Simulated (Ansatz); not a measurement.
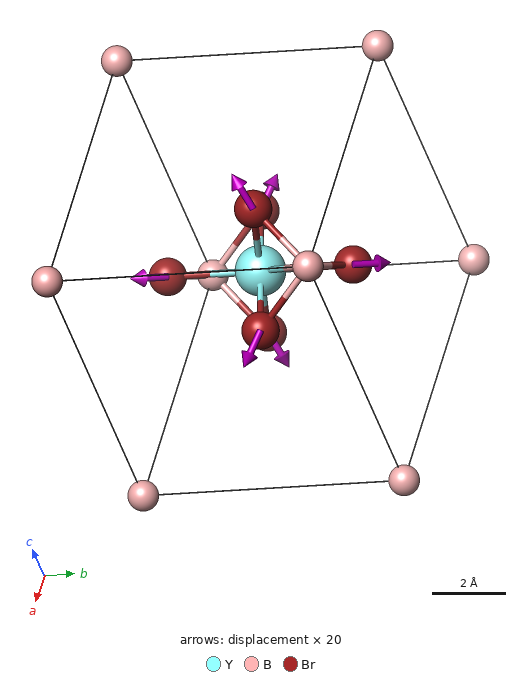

This is a relaxation of solid YBBr$_{6}$ (built on the LaAlH6-166 type type). The starting structure is drawn; purple arrows show the displacements (the part carried along by the change of the cell is left out), 20 times their true length.

Style: ball-and-stick. Shown: the cell of the calculation, from a free direction.

Method: Ansatz 0.2.0, DFT, r2SCAN+rVV10, plane waves, PAW. (plane-wave cutoff 500 eV; k-point mesh 4 × 4 × 4; occupations fermi dirac; smearing width 0.03 eV; no spin polarisation; cell and atoms relaxed; force threshold 0.01 eV/Å; at most 120 steps)

What did the optimiser do to the structure, and how much energy did it gain?

Answer. After 4 accepted moves (5 points after the start) the energy has fallen by 5.0 meV per atom. The largest force component goes from 0.24 to 0.0099 eV/Å. Pressure: 0.64 GPa at the start and 0.01 GPa at the end. The SCF was repeated once at an unchanged geometry on a basis and grid sized afresh for the cell, which shifted the energy by 0.2 meV per atom at most. The largest moves relative to the cell, 0.058 Å, are those of Br atoms. B and Y stay in place. Cell: a = b = c 7.289 → 7.123 Å (−2.3 %), α 111.6° → 111.0°, β 111.6° → 111.0°, γ 111.6° → 111.0°. Volume −4.0 %. Near-neighbour distances that change, for instance: B–Y 3.236 → 3.277 Å, Br–Y 2.747 → 2.769 Å, B–Br 2.341 → 2.357 Å. The space group stays R-3m (No. 166).
